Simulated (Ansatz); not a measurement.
```xyz
9

Cl    0.5636    1.8719   -0.5051
F    -1.2671    0.1172    1.1384
N    -2.2569    2.6618    0.5121
O    -2.0672    0.4726   -1.1891
Si   -1.2430    1.3913    0.1864
H    -3.1359    2.5645    1.0180
H    -1.9366    3.6273    0.4688
H    -2.4471    0.8997   -1.9803
H    -1.9521   -0.4892   -1.3227
```

Geometry: r2SCAN-D4/def2-SVP.

The calculation used isolated molecule in a Gaussian basis; Kohn-Sham density functional theory, functional PBE0 (Ansatz).

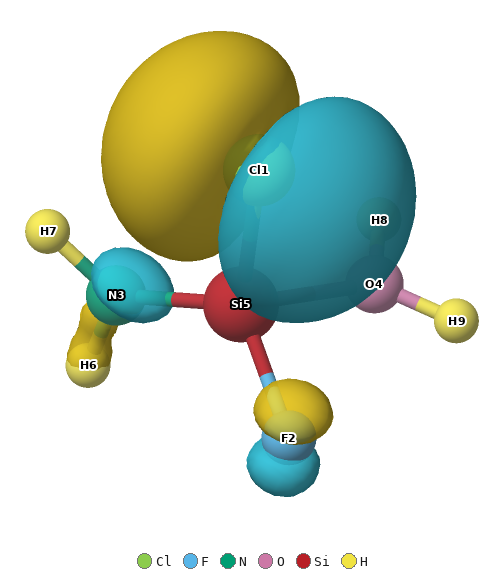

ClFH4NOSi (charge +1). The HOMO−1 at ±0.1 Å⁻³ᐟ² (yellow and cyan are the two phases), seen from one side.

Q: What is the character of this orbital?

A: It lies mainly on Cl1 (about 85 %); largely a lone pair of Cl1. Its energy is −14.77 eV.
